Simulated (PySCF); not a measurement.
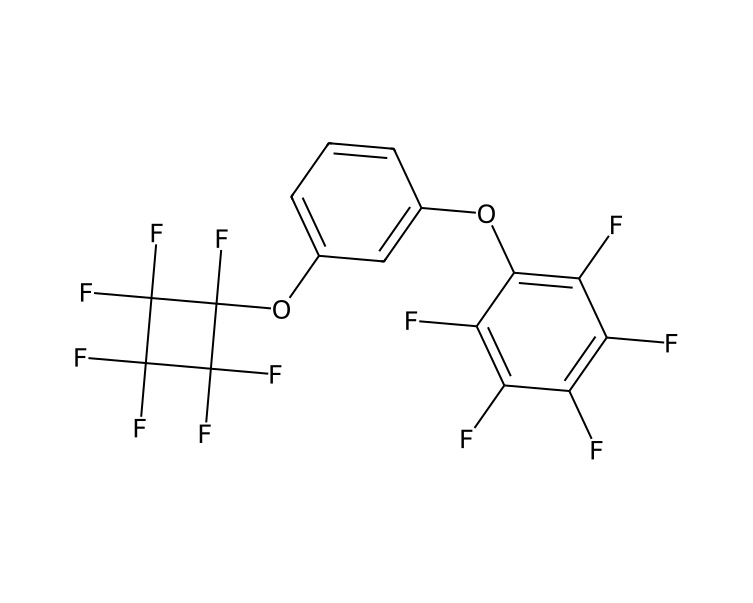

Transcribe the drawing into SMILES.

Fc1c(F)c(F)c(Oc2cccc(OC3(F)C(F)(F)C(F)(F)C3(F)F)c2)c(F)c1F

Give the formula, hydrogens included.

C16H4F12O2.

An optimisation with GFN2-xTB gave a structure of which point group?

C1. Other conformers may differ.

More results for the same structure follow; atom numbers are the same in all pictures, views and colours differ. The computed structure is the end point of a GFN2-xTB optimisation. No frequency run is at hand to confirm it as a minimum.

**Electronic properties**

No frequency run is at hand to confirm it as a minimum. Level of theory: CAM-B3LYP/6-31G*, gas phase (PySCF 2.14.0). Excitations: vertical, linear response.

Predict the main results.

- dipole moment: 1.94 D
- HOMO energy (Kohn–Sham orbital): −8.10 eV
- LUMO energy (Kohn–Sham orbital): 0.35 eV
- HOMO–LUMO gap: 8.45 eV
- mean static polarisability: 161.2 bohr³
- lowest vertical singlet excitation: 5.34 eV
- its oscillator strength: 0.005
- brightest of the 6 lowest singlets: 5.77 eV
- its oscillator strength: 0.27

**Ring current**

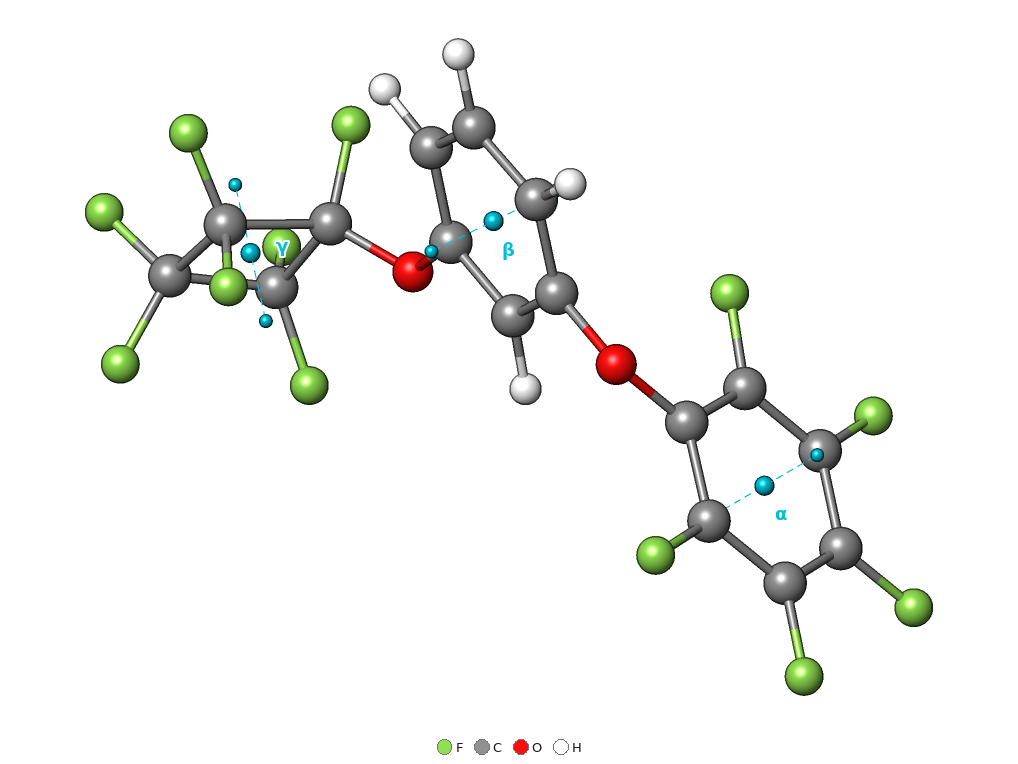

The small points mark where nucleus-independent chemical shifts (NICS) were computed: at the centre of each lettered ring and 1 Å above and below it. No frequency run is at hand to confirm it as a minimum. Method: GIAO KT3/pcSseg-1 NMR shielding, non-relativistic, gas phase (PySCF 2.14.0).

Give NICS(0), NICS(1) and the out-of-plane component NICS(1)zz for each ring (means of the two sides).

```json
{"ring": "α", "members": "C6", "NICS(0)": "−16.2", "NICS(1)": "−11.1", "NICS(1)zz": "−21.7"}
{"ring": "β", "members": "C6", "NICS(0)": "−10.7", "NICS(1)": "−10.3", "NICS(1)zz": "−24.6"}
{"ring": "γ", "members": "C4", "NICS(0)": "−0.3", "NICS(1)": "−1.8", "NICS(1)zz": "4.2"}
```

Values in ppm.

What do the values say about the ring currents?

Ring α: diatropic, as in an aromatic ring. Ring β: diatropic, as in an aromatic ring. NICS is one index among several.

**Charges**

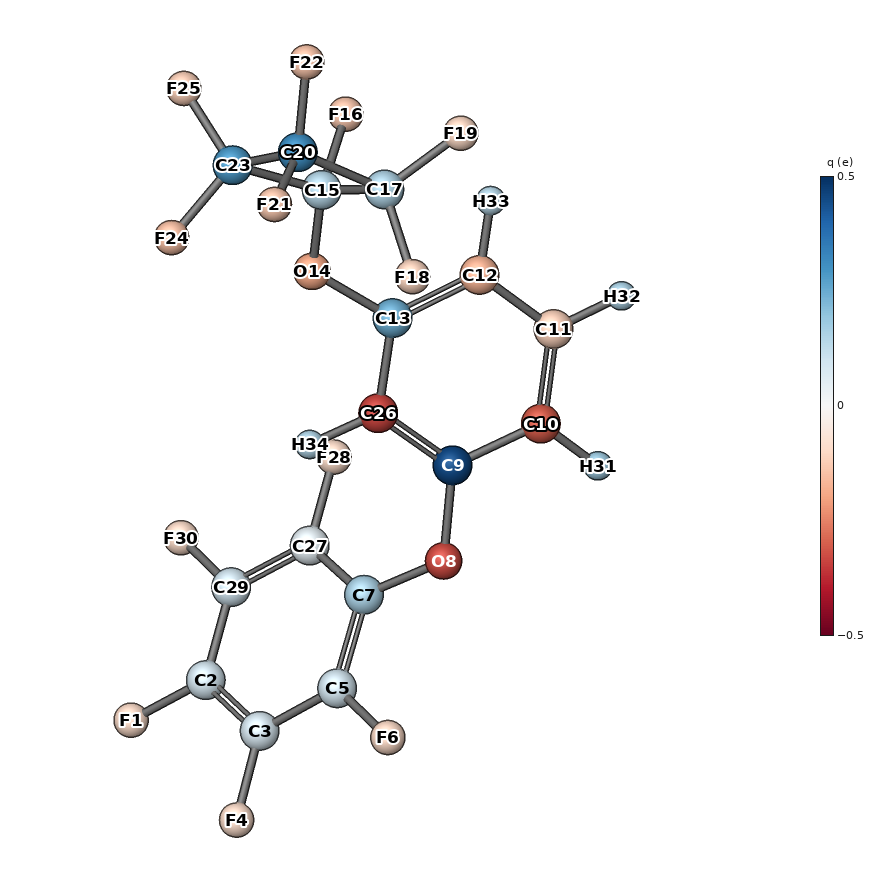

Atoms are coloured by their ESP-fitted charges. No frequency run is at hand to confirm it as a minimum. Properties computed with CAM-B3LYP/6-31G*, gas phase (PySCF 2.14.0).

List the ESP-fitted charges.

```tsv
atom	value (e)
F1	−0.09
C2	0.09
C3	0.08
F4	−0.09
C5	0.09
F6	−0.09
C7	0.16
O8	−0.33
C9	0.45
C10	−0.30
C11	−0.12
C12	−0.17
C13	0.24
O14	−0.19
C15	0.14
F16	−0.14
C17	0.15
F18	−0.11
F19	−0.10
C20	0.31
F21	−0.13
F22	−0.14
C23	0.29
F24	−0.15
F25	−0.12
C26	−0.33
C27	0.05
F28	−0.09
C29	0.10
F30	−0.09
H31	0.18
H32	0.16
H33	0.14
H34	0.15
```

**NMR shielding**

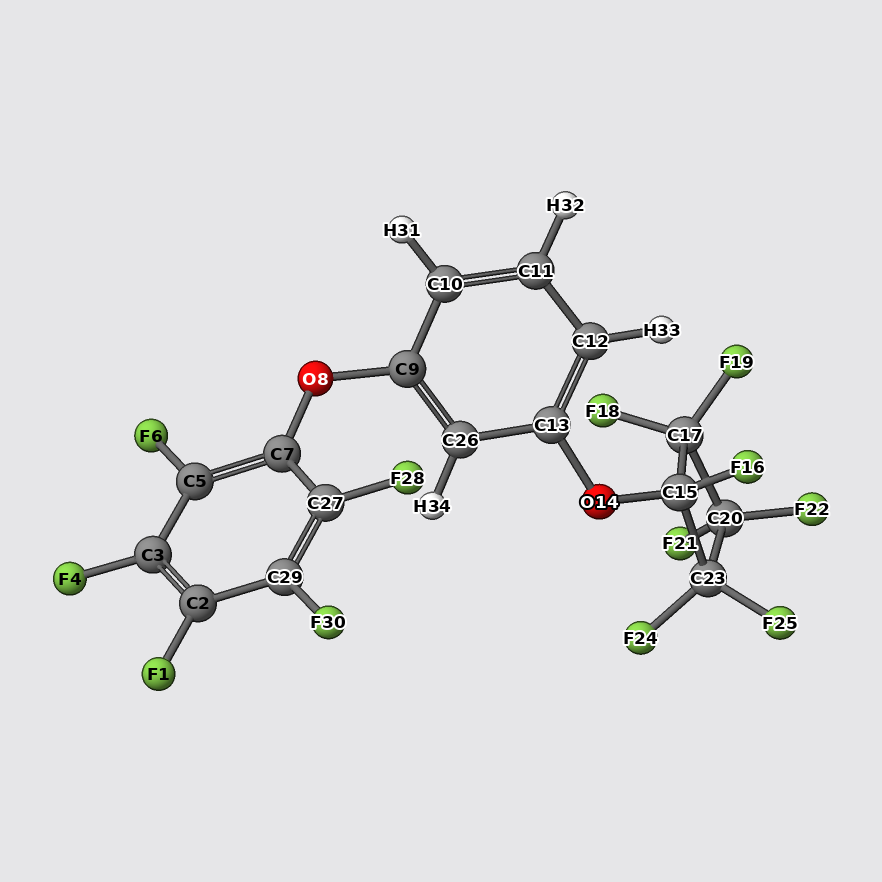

The questions are on isotropic NMR shieldings of the H atoms. No frequency run is at hand to confirm it as a minimum. Method: GIAO KT3/pcSseg-1 NMR shielding, non-relativistic, gas phase (PySCF 2.14.0).

Which H atom is the most shielded (lowest chemical shift)?

H34 (25.07 ppm).

Which H atom is the least shielded (highest chemical shift)?

H32 (24.34 ppm).

How wide is the range of H shifts?

0.73 ppm.

List the isotropic NMR shieldings of the H atoms.

```csv
atom,σ (ppm)
H31,24.69
H32,24.34
H33,24.67
H34,25.07
```
